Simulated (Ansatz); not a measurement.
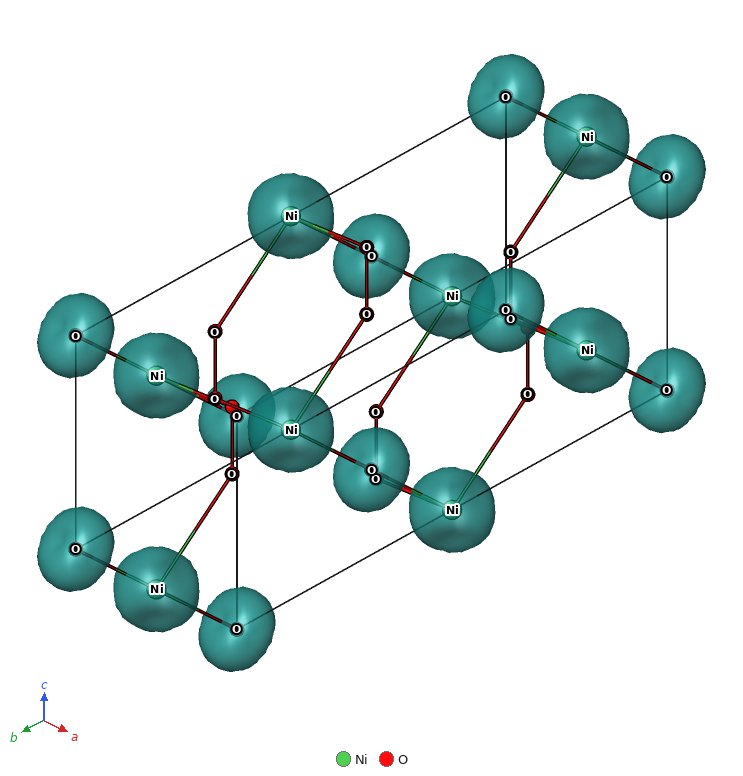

Figure 1: NiO$_{5}$. Isosurfaces of the spin density (up minus down) at +0.15 (teal) and −0.15 e/Å³ (pink), seen at an oblique angle. Sticks mark near contacts.

Space group Cmmm; a generated structure, not necessarily the stable one; spin-polarised.

Theory: Ansatz, DFT PBE, scalar-relativistic, plane waves, PAW.

Core electrons are frozen (PAW), and the valence fields are smoothed inside the atomic spheres.

**Where is the spin, and how is it ordered?**

The spin density sits on Ni: +1.0 μB (×2); O: +0.4 μB (×2) in one cell of 12 atoms: parallel moments (a ferromagnetic arrangement) in this solution. The cell of the calculation (6 atoms) carries 1.6 μB of net spin moment. Only one sign reaches the isovalue.
